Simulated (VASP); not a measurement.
Band structure of TiCo (CsCl type). Level of theory: PBE GGA with D3 dispersion (zero damping), VASP's PBE PAW potentials (set 64) (plane waves; VASP).

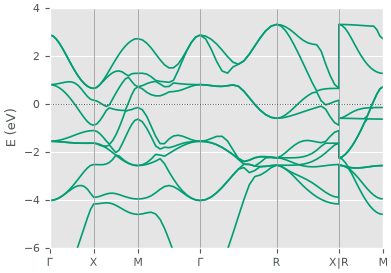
Figure: Bands along high-symmetry lines, zero at the valence-band maximum or, without a gap, the Fermi level

### Question
Read the plot: is there a gap, and where are the band edges?

### Answer
It has no gap at this level: it comes out as a metal or semimetal. (Edges off the drawn lines would not show.)

The compound is TiCo in the CsCl type structure. It was relaxed first, which changed the volume by -5 %. The run is not spin-polarised, so no magnetic state was tried. The electron count is odd and the run is not spin-polarised, which forces a metal.
